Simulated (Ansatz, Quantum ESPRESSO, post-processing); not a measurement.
# Conductance against width: vacuum gaps between two Ag(100) faces, part 4 of 4

Wanted: T at the Fermi level along a series, and its decay constant, for vacuum gaps between two Ag(100) faces.

Quantum ESPRESSO 7.5; plane-wave DFT, PBE, PseudoDojo norm-conserving pseudopotentials; cross-check by Ansatz 0.2.0 with PAW datasets.

So far. Step 6 (The open system, 5.5 Å): T goes from 0.145 to 0.0284, a factor of 5.1. Step 7 (The same in Ansatz, 5.5 Å): Ansatz finds T = 0.0290 against pwcond's 0.0284.

### 9. Transmission with pwcond.x, 6.5 Å

Level of this step: transmission by pwcond, lead and junction from one cell; plane-wave DFT, PBE, PseudoDojo norm-conserving pseudopotentials (Quantum ESPRESSO).

j2.cond.in reads:

```
&inputcond
  outdir = './out'
  prefixt = 'j2.scf'
  tran_file = 'j2.cond.dat'
  bdl = 2.8284271247
  bds = 12.8216350083
  ikind = 1
  ewind = 4.0
  epsproj = 1e-05
  nz1 = 7
  energy0 = 0.4
  denergy = -0.4
/
15
  0.00000000 0.00000000 0.01562500
  0.00000000 0.12500000 0.06250000
  0.00000000 0.25000000 0.06250000
  0.00000000 0.37500000 0.06250000
  0.00000000 0.50000000 0.03125000
  0.12500000 0.12500000 0.06250000
  0.12500000 0.25000000 0.12500000
  0.12500000 0.37500000 0.12500000
  0.12500000 0.50000000 0.06250000
  0.25000000 0.25000000 0.06250000
  0.25000000 0.37500000 0.12500000
  0.25000000 0.50000000 0.06250000
  0.37500000 0.37500000 0.06250000
  0.37500000 0.50000000 0.06250000
  0.50000000 0.50000000 0.01562500
3
```

Started as:

```console
> OMP_NUM_THREADS=1 mpirun -n 8 pwcond.x -in j2.cond.in > j2.cond.out
```

Numbers of over 12 decimals in the logs are rounded to 6 here.

Output:

```text
[banner, memory and clock lines left out]
Program PWCOND v.7.5 starts
[citation notice left out]

[...]
./out/j2.scf.save/

     IMPORTANT: XC functional enforced from input :
     Exchange-correlation= PBE
                           (   1   4   3   4   0   0   0)
     Any further DFT definition will be discarded
     Please, verify this is what you really want

     Reading collected, re-writing distributed wavefunctions

===== INPUT FILE containing all the regions =====

     GEOMETRY:

     lattice parameter (alat)  =       5.5454  a.u.
[...]
Nchannels of the left tip =            0
 Right moving states:
   k1(2pi/a)   k2(2pi/a)   E-Ef (eV)
 Left moving states:
   k1(2pi/a)   k2(2pi/a)   E-Ef (eV)

 to transmit
          E-Ef(ev), T =    0.0000000   0.0000000
---  E-Ef =   -0.4000000  k =    0.5000000   0.5000000
---  ie =          3  ik =         15
 Nchannels of the left tip =            0
 Right moving states:
   k1(2pi/a)   k2(2pi/a)   E-Ef (eV)
 Left moving states:
   k1(2pi/a)   k2(2pi/a)   E-Ef (eV)

 to transmit
          E-Ef(ev), T =   -0.4000000   0.0000000
   T_tot     0.40000      0.15805E-01
   T_tot     0.00000      0.91002E-02
   T_tot    -0.40000      0.53884E-02

[...]
```

Run time: 75 s. Hardware: 8 MPI ranks of Arm Neoverse V2, shared host; peak memory 0.91 GiB; 9.9 min of CPU time.

Numbers from this step:

* lead channels at the Fermi level, one spin: 0.7656
* transmission at the Fermi level, one spin: 0.004550
* conductance: 0.004550 G₀

Per spin; mean over the k mesh across the current. Table of transmission, zone mean by energy, zero at the Fermi level:

```csv
energy (eV),"transmission, zone mean"
-0.400,0.00269
0.000,0.00455
0.400,0.00790
```

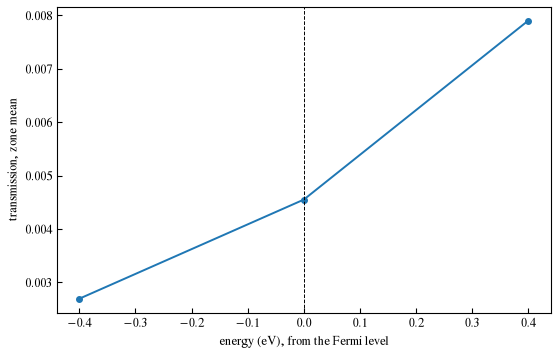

Transmission, zone mean against energy.

At 0.000 eV; k in fractions of b1, b2. Transmission by k point:

```csv
k1,k2,weight,t,channels
0,0,0.01562,0.04606,1
0,0.125,0.0625,0.02499,1
0,0.25,0.0625,0.006826,1
0,0.375,0.0625,0.001454,1
0,0.5,0.03125,0,0
0.125,0.125,0.0625,0.01462,1
0.125,0.25,0.125,0.004541,1
0.125,0.375,0.125,9.90e-4,1
0.125,0.5,0.0625,0,0
0.25,0.25,0.0625,0.001653,1
0.25,0.375,0.125,3.19e-4,1
0.25,0.5,0.0625,0,0
0.375,0.375,0.0625,5.06e-5,1
0.375,0.5,0.0625,0,0
0.5,0.5,0.01562,0,0
```

T goes from 0.0284 to 0.00455, a factor of 6.2.

### 10. The same in Ansatz, 6.5 Å

Level of this step: plane-wave DFT, PBE, Ansatz PAW (Ansatz 0.2.0).

input.yaml reads:

```yaml
crystal:
  lattice:
    - [2.9344931419, 0.0, 0.0]
    - [0.0, 2.9344931419, 0.0]
    - [0.0, 0.0, 37.625]
  atoms:
    - { symbol: Ag, position: [0.0, 0.0, 0.0] }
    - { symbol: Ag, position: [0.5, 0.5, 0.0551495017] }
    - { symbol: Ag, position: [0.0, 0.0, 0.1102990033] }
    - { symbol: Ag, position: [0.5, 0.5, 0.165448505] }
    - { symbol: Ag, position: [0.0, 0.0, 0.2205980066] }
    - { symbol: Ag, position: [0.5, 0.5, 0.2757475083] }
    - { symbol: Ag, position: [0.0, 0.0, 0.33089701] }
    - { symbol: Ag, position: [0.5, 0.5, 0.3860465116] }
    - { symbol: Ag, position: [0.0, 0.0, 0.5588039867] }
    - { symbol: Ag, position: [0.5, 0.5, 0.6139534884] }
    - { symbol: Ag, position: [0.0, 0.0, 0.66910299] }
    - { symbol: Ag, position: [0.5, 0.5, 0.7242524917] }
    - { symbol: Ag, position: [0.0, 0.0, 0.7794019934] }
    - { symbol: Ag, position: [0.5, 0.5, 0.834551495] }
    - { symbol: Ag, position: [0.0, 0.0, 0.8897009967] }
    - { symbol: Ag, position: [0.5, 0.5, 0.9448504983] }
kpoints:
  mp_grid: { grid: [8, 8, 1] }
hamiltonian:
  xc: pbe
scf:
  occupations: { method: fermi_dirac, width: 0.1 }
  convergence: { dr2_threshold: 1.0e-08 }
output:
  transmission: { leads: [[0, 2]], e_range: [-0.4, 0.4], de: 0.4, kmesh: [8, 8] }
  write_potential: true
  write_density: true
  volumetric_format: npy
  elf: true
```

Started as:

```console
> ansatz run input.yaml --threads 8 --pin off --max-ram 16384MiB --backend cpu --events-out ev --progress --plain --runs-dir out
```

Output:

```text
[...]
Crystal: 16 atoms, lattice volume = 323.998 Å³
Basis set: ecut = 420 eV, 6217 PW (Γ)
Bands: 183, of which v1, the nominal top of the filled ones, is band 152 counted from 1 (151 counted from 0)
Symmetry: 16 space group operations
[...]
k-points: 15 of 64
[...]
k-point 14: bands = [... 148 lower, 16.2737, 16.2737, 16.7491, 16.7491, 17.3005, 17.3005, 17.9183, 17.9183, ... 27 higher]
--- Transmission ---
  basis      : 69 plane waves across, 48 finite elements along
  points     : 15, standing for a mesh of 8 x 8
[...]
channels       : 8.906250e-1 a spin
[...]
slowest decay  : 0.1880 /Å at (0.5000, 0.2500)
  junction   : crystal 0 to crystal 0, -0.34 to 33.14 Å
    transmission   : 4.641379e-3 a spin
[...]
[key lines of the parts left out:]
SCF converged after 8 iterations
Free energy (F): -121447.913057 eV
Fermi energy:    13.910945 eV
```

Run time: 12 s. Hardware: 8 threads; peak memory 2.5 GiB.

This step gave:

- free energy: -121447.9131 eV
- energy at zero smearing: -121447.8326 eV
- smearing term TS: 0.1610 eV
- Fermi energy: 13.91 eV
- transmission at the Fermi level, one spin: 0.004641
- lead channels at the Fermi level, one spin: 0.8906
- step of the lead's Hamiltonian over a period: 10.5 meV

Per spin; mean over the k mesh across the current. Transmission, zone mean against energy, zero at the Fermi level:

```csv
energy (eV),"transmission, zone mean"
-0.400,0.00276
0.000,0.00464
0.400,0.00807
```

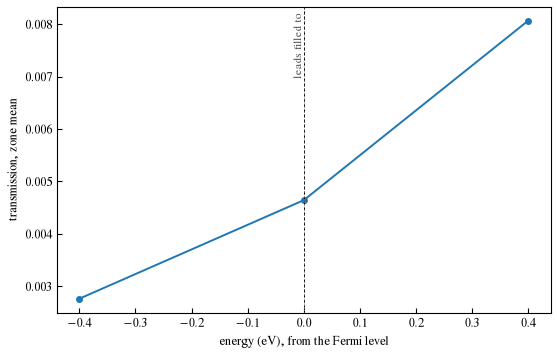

Transmission, zone mean, plotted against energy.

Ansatz finds T = 0.00464 against pwcond's 0.00455.

### 11. Ground state, 7.5 Å

Level of this step: plane-wave DFT, PBE, PseudoDojo norm-conserving pseudopotentials (Quantum ESPRESSO 7.5).

j3.scf.in reads:

```
&control
  prefix = 'j3.scf'
  outdir = './out'
  pseudo_dir = './pseudo'
  calculation = 'scf'
  tprnfor = .true.
/
&system
  ibrav = 0
  nat = 16
  ntyp = 1
  ecutwfc = 74
  ecutrho = 296
  occupations = 'smearing'
  smearing = 'mv'
  degauss = 0.01
/
&electrons
  conv_thr = 1e-07
  mixing_beta = 0.25
  electron_maxstep = 120
  mixing_mode = 'local-TF'
/
ATOMIC_SPECIES
  Ag  107.8682  Ag.dojo-sr-pbe-0.4.1-standard.upf
CELL_PARAMETERS angstrom
  2.93449314192417 0.00000000000000 0.00000000000000
  0.00000000000000 2.93449314192417 0.00000000000000
  0.00000000000000 0.00000000000000 38.62500000000000
ATOMIC_POSITIONS crystal
  Ag  0.000000000000 0.000000000000 0.000000000000
  Ag  0.500000000000 0.500000000000 0.053721682848
  Ag  0.000000000000 0.000000000000 0.107443365696
  Ag  0.500000000000 0.500000000000 0.161165048544
  Ag  0.000000000000 0.000000000000 0.214886731392
  Ag  0.500000000000 0.500000000000 0.268608414239
  Ag  0.000000000000 0.000000000000 0.322330097087
  Ag  0.500000000000 0.500000000000 0.376051779935
  Ag  0.000000000000 0.000000000000 0.570226537217
  Ag  0.500000000000 0.500000000000 0.623948220065
  Ag  0.000000000000 0.000000000000 0.677669902913
  Ag  0.500000000000 0.500000000000 0.731391585761
  Ag  0.000000000000 0.000000000000 0.785113268608
  Ag  0.500000000000 0.500000000000 0.838834951456
  Ag  0.000000000000 0.000000000000 0.892556634304
  Ag  0.500000000000 0.500000000000 0.946278317152
K_POINTS automatic
  8 8 1 0 0 0
```

Started as:

```console
> OMP_NUM_THREADS=1 mpirun -n 8 pw.x -nk 4 -in j3.scf.in > j3.scf.out
```

Output:

```text
[banner, memory and clock lines left out]
Program PWSCF v.7.5 starts
[...]
Message from routine setup:
[...]
number of electrons       =       304.00
     number of Kohn-Sham states=          182
     kinetic-energy cutoff     =      74.0000  Ry
     charge density cutoff     =     296.0000  Ry
[...]
number of k points=    15  Marzari-Vanderbilt smearing, width (Ry)=  0.0100
[...]
Dense  grid:   192915 G-vectors     FFT dimensions: (  32,  32, 400)
[...]
Starting wfcs are  160 randomized atomic wfcs +   22 random wfcs
[...]
estimated scf accuracy    <       0.94650961 Ry
[...]
estimated scf accuracy    <       0.52137406 Ry
[...]
estimated scf accuracy    <       0.03737042 Ry
[...]
estimated scf accuracy    <       0.01289378 Ry
[...]
estimated scf accuracy    <       0.00308408 Ry
[...]
estimated scf accuracy    <       0.00097694 Ry
[...]
estimated scf accuracy    <       0.00005938 Ry
[...]
estimated scf accuracy    <       0.00002278 Ry
[...]
estimated scf accuracy    <       0.00000340 Ry
[...]
estimated scf accuracy    <       0.00000051 Ry
[...]
the Fermi energy is    13.4798 ev
!    total energy              =   -4960.51614112 Ry
     estimated scf accuracy    <       0.00000007 Ry
     smearing contrib. (-TS)   =      -0.00000073 Ry
     internal energy E=F+TS    =   -4960.51614038 Ry
[...]
one-electron contribution =  -11237.86640319 Ry
     hartree contribution      =    5749.95016530 Ry
     xc contribution           =    -740.89550454 Ry
     ewald contribution        =    1268.29560205 Ry
     convergence has been achieved in  11 iterations
[...]
Total force =     0.006672     Total SCF correction =     0.001141
[...]
```

Run time: 3.6 min. Hardware: 8 MPI ranks; peak memory 3.5 GiB.

This step gave:

* free energy: -67491.2603 eV
* Fermi energy: 13.48 eV

### 12. Transmission with pwcond.x, 7.5 Å

j3.cond.in is the input of step 9 with these lines changed:

```diff
@@ -2,6 +2,6 @@
   outdir = './out'
-  prefixt = 'j2.scf'
-  tran_file = 'j2.cond.dat'
+  prefixt = 'j3.scf'
+  tran_file = 'j3.cond.dat'
   bdl = 2.8284271247
-  bds = 12.8216350083
+  bds = 13.1624093606
   ikind = 1
```

Started as:

```console
> OMP_NUM_THREADS=1 mpirun -n 8 pwcond.x -in j3.cond.in > j3.cond.out
```

Output:

```text
[banner, memory and clock lines left out]
Program PWCOND v.7.5 starts
[citation notice left out]

[...]
./out/j3.scf.save/

     IMPORTANT: XC functional enforced from input :
     Exchange-correlation= PBE
                           (   1   4   3   4   0   0   0)
     Any further DFT definition will be discarded
     Please, verify this is what you really want

     Reading collected, re-writing distributed wavefunctions

===== INPUT FILE containing all the regions =====

     GEOMETRY:

     lattice parameter (alat)  =       5.5454  a.u.
[...]
Nchannels of the left tip =            0
 Right moving states:
   k1(2pi/a)   k2(2pi/a)   E-Ef (eV)
 Left moving states:
   k1(2pi/a)   k2(2pi/a)   E-Ef (eV)

 to transmit
          E-Ef(ev), T =    0.0000000   0.0000000
---  E-Ef =   -0.4000000  k =    0.5000000   0.5000000
---  ie =          3  ik =         15
 Nchannels of the left tip =            0
 Right moving states:
   k1(2pi/a)   k2(2pi/a)   E-Ef (eV)
 Left moving states:
   k1(2pi/a)   k2(2pi/a)   E-Ef (eV)

 to transmit
          E-Ef(ev), T =   -0.4000000   0.0000000
   T_tot     0.40000      0.26910E-02
   T_tot     0.00000      0.13562E-02
   T_tot    -0.40000      0.71133E-03

[...]
```

Run time: 89 s. Hardware: 8 MPI ranks; peak memory 1 GiB; 12 min of CPU time.

Read from the output:

- lead channels at the Fermi level, one spin: 0.7656
- transmission at the Fermi level, one spin: 6.78e-4
- conductance: 6.78e-4 G₀

Per spin; mean over the k mesh across the current. Table of transmission, zone mean by energy, zero at the Fermi level:

```csv
energy (eV),"transmission, zone mean"
-0.400,3.6e-4
0.000,6.8e-4
0.400,0.00135
```

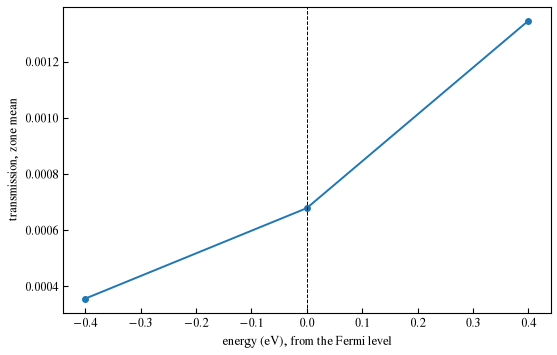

Transmission, zone mean, plotted against energy.

T goes from 0.00455 to 6.8e-4, a factor of 6.7.

### 13. Cross-check with Ansatz, 7.5 Å

Level of this step: plane-wave DFT, PBE, Ansatz PAW (Ansatz 0.2.0).

input.yaml reads:

```yaml
crystal:
  lattice:
    - [2.9344931419, 0.0, 0.0]
    - [0.0, 2.9344931419, 0.0]
    - [0.0, 0.0, 38.625]
  atoms:
    - { symbol: Ag, position: [0.0, 0.0, 0.0] }
    - { symbol: Ag, position: [0.5, 0.5, 0.0537216828] }
    - { symbol: Ag, position: [0.0, 0.0, 0.1074433657] }
    - { symbol: Ag, position: [0.5, 0.5, 0.1611650485] }
    - { symbol: Ag, position: [0.0, 0.0, 0.2148867314] }
    - { symbol: Ag, position: [0.5, 0.5, 0.2686084142] }
    - { symbol: Ag, position: [0.0, 0.0, 0.3223300971] }
    - { symbol: Ag, position: [0.5, 0.5, 0.3760517799] }
    - { symbol: Ag, position: [0.0, 0.0, 0.5702265372] }
    - { symbol: Ag, position: [0.5, 0.5, 0.6239482201] }
    - { symbol: Ag, position: [0.0, 0.0, 0.6776699029] }
    - { symbol: Ag, position: [0.5, 0.5, 0.7313915858] }
    - { symbol: Ag, position: [0.0, 0.0, 0.7851132686] }
    - { symbol: Ag, position: [0.5, 0.5, 0.8388349515] }
    - { symbol: Ag, position: [0.0, 0.0, 0.8925566343] }
    - { symbol: Ag, position: [0.5, 0.5, 0.9462783172] }
kpoints:
  mp_grid: { grid: [8, 8, 1] }
hamiltonian:
  xc: pbe
scf:
  occupations: { method: fermi_dirac, width: 0.1 }
  convergence: { dr2_threshold: 1.0e-08 }
output:
  transmission: { leads: [[0, 2]], e_range: [-0.4, 0.4], de: 0.4, kmesh: [8, 8] }
  write_potential: true
  write_density: true
  volumetric_format: npy
```

Started as:

```console
> ansatz run input.yaml --threads 8 --pin off --max-ram 16384MiB --backend cpu --events-out ev --progress --plain --runs-dir out
```

Output:

```text
[...]
Crystal: 16 atoms, lattice volume = 332.610 Å³
Basis set: ecut = 420 eV, 6373 PW (Γ)
Bands: 183, of which v1, the nominal top of the filled ones, is band 152 counted from 1 (151 counted from 0)
Symmetry: 16 space group operations
[...]
k-points: 15 of 64
[...]
k-point 14: bands = [... 148 lower, 15.8045, 15.8045, 16.2788, 16.2788, 16.8317, 16.8317, 17.4470, 17.4470, ... 27 higher]
--- Transmission ---
  basis      : 69 plane waves across, 49 finite elements along
  points     : 15, standing for a mesh of 8 x 8
[...]
channels       : 8.906250e-1 a spin
[...]
slowest decay  : 0.1875 /Å at (0.5000, 0.2500)
  junction   : crystal 0 to crystal 0, -0.34 to 34.14 Å
    transmission   : 6.926530e-4 a spin
[...]
[key lines of the parts left out:]
SCF converged after 8 iterations
Free energy (F): -121447.909524 eV
Fermi energy:    13.442722 eV
```

Run time: 12 s. Hardware: 8 threads; peak memory 2.6 GiB; 86 s of CPU time.

This step gave:

```
free energy                                  : -121447.9095 eV
energy at zero smearing                      : -121447.8284 eV
smearing term TS                             : 0.1622 eV
Fermi energy                                 : 13.44 eV
transmission at the Fermi level, one spin    : 6.93e-4
lead channels at the Fermi level, one spin   : 0.8906
step of the lead's Hamiltonian over a period : 10.4 meV
```

Per spin; mean over the k mesh across the current. Transmission, zone mean against energy, zero at the Fermi level:

```csv
energy (eV),"transmission, zone mean"
-0.400,3.7e-4
0.000,6.9e-4
0.400,0.00138
```

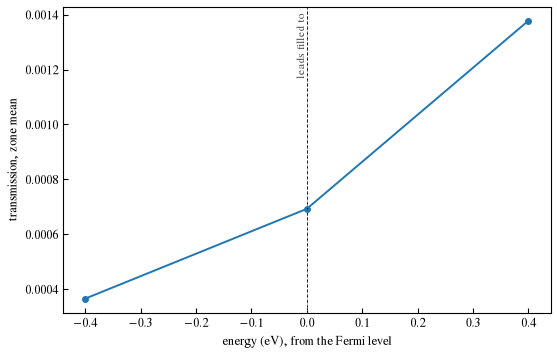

Transmission, zone mean, plotted against energy.

Ansatz finds T = 6.9e-4 against pwcond's 6.8e-4.

### 14. The series side by side

All levels:

```csv
level,T by pwcond,T by Ansatz,lead channels,CPU time (s)
4.5 Å,0.1452,0.1474,0.8906,2545
5.5 Å,0.02843,0.02898,0.8281,2432
6.5 Å,0.00455,0.004641,0.7656,2288
7.5 Å,6.78e-4,6.93e-4,0.7656,2435
```

### 15. Worked from the printed numbers

For the narrowest barrier, the Landauer sum over the mesh, Σ w T = 0.0625 × 0.517 + 0.1250 × 0.212 + 0.0625 × 0.392 + … = 0.1452.

G = 0.145 × 77.48 µS = 11.2 µS a cell. Times the area of 8.611 Å², the resistance-area product is A/G = 7.66 fΩ m², the leads' contact resistance included.

Free electrons at 1 an atom (4 atoms in 71.5 Å³) have k_F = 1.183 1/Å and offer A k_F²/4π = 0.96 channels per spin; the lead has 0.89 on this mesh.

κ = ln(T₁/T₂)/(2Δd) = ln(0.00455/0.0006781)/(2 × 1 Å) = 0.95 1/Å.

### 16. Outcome

* conductance a cell at 4.5 Å: 0.145 G₀
* conductance a cell at 5.5 Å: 0.0284 G₀
* conductance a cell at 6.5 Å: 0.00455 G₀
* conductance a cell at 7.5 Å: 6.8e-4 G₀
* fall of ln T per Å over the last interval: 1.90

What this shows: The conductance goes from 0.145 G₀ at 4.5 Å to 6.8e-4 G₀ at 7.5 Å (PBE, PseudoDojo norm-conserving). Interval by interval ln T falls by 1.63, 1.83 and 1.90 per Å. The last interval gives κ = 0.95 1/Å in T ∝ exp(−2κd), an apparent barrier of (κ/0.512)² = 3.5 eV. Ansatz follows the series within a factor of 1.02. Points with over 2.5 times the mean carry up to 77 % of T, so the means lean on few points, and the mesh was not tested. The geometries are as built, not relaxed, and the leads are short. Semilocal functionals lack the image potential in a vacuum gap.

[Logs are printed without paths, hosts, clocks, repeated set-up lines and the standing remarks that a program may print on its own settings, such as how far it seeks lower states.]

[Hosts, paths, dates, database ids (printed as entryN), source tags and the programs' standing remarks are cut or masked in the printed files.]

[Maps of the electrostatic potential energy from Ansatz leave out the sawtooth potential of an applied field or a dipole correction, so their vacuum need not be flat; planar profiles and work functions include it.]
